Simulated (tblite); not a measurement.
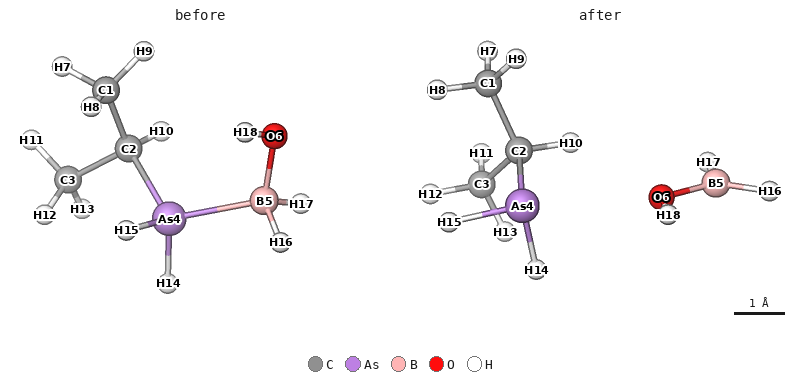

The structure of C$_{3}$H$_{12}$AsBO before (left) and after (right) a relaxation, at one scale.

The picture is a ball-and-stick view, seen at a tilt.

All numbers below come from GFN2-xTB geometry optimisation, gas phase in tblite. 

### Summarise the run.

H16 moves most after the best rigid fit: 2.22 Å. Largest moves by element: H 2.22 Å, As 1.43 Å, O 1.32 Å, B 1.19 Å, C 0.50 Å. Some distances before and after: As4–B5 2.023 → 4.038 Å, B5–O6 1.455 → 1.328 Å, As4–O6 2.939 → 2.822 Å, As4–H14 1.570 → 1.501 Å. Bonds break: As4–B5 (2.02 → 4.04 Å). Among the angles between lasting bonds that change: H14–As4–H15 108.6° → 89.0°, C2–As4–H15 109.3° → 93.8°, O6–B5–H16 107.8° → 122.1°. Groups turn about C1–C2 by about 25°, C2–C3 by about 20°. After 252 geometry steps the energy has fallen by 1.811 eV. Cost: 2.6 s on 1 thread of Arm Neoverse N1, on a shared host.
